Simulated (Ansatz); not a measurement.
System (SMILES): [NH2] (NH2), doublet.
Atoms: N1, H2, H3. Bonds: N1-H2, N1-H3.

Basis-set convergence of the harmonic zero-point energy at HF with Ansatz (an electronic-structure program). Each level at its own minimum, finite differences of forces, unscaled; the reference is a large set that could be run, not a limit. Cartesian d functions, on some or all atoms, in 6-31+G*, 6-31G**; all else is spherical. The program fits the integrals of some runs and decomposes those of others, by size. Open shells are unrestricted. No added dispersion term, no relativity. Reference: the value in def2-QZVPPD, 12.78 kcal/mol. Deviations are taken from unrounded values.

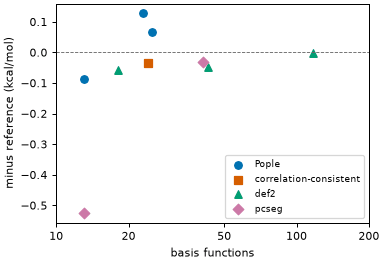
Figure: Deviation from the reference against the number of basis functions, by family of sets.

```tsv
basis	functions	harmonic zero-point energy (kcal/mol)	minus reference (kcal/mol)
6-31G	13	12.69	-0.09
pcseg-0	13	12.25	-0.52
def2-SV(P)	18	12.72	-0.06
6-31+G*	23	12.90	0.13
cc-pVDZ	24	12.74	-0.03
6-31G**	25	12.84	0.07
aug-pcseg-1	41	12.75	-0.03
def2-TZVP	43	12.73	-0.05
def2-QZVPP	117	12.78	0.00
```
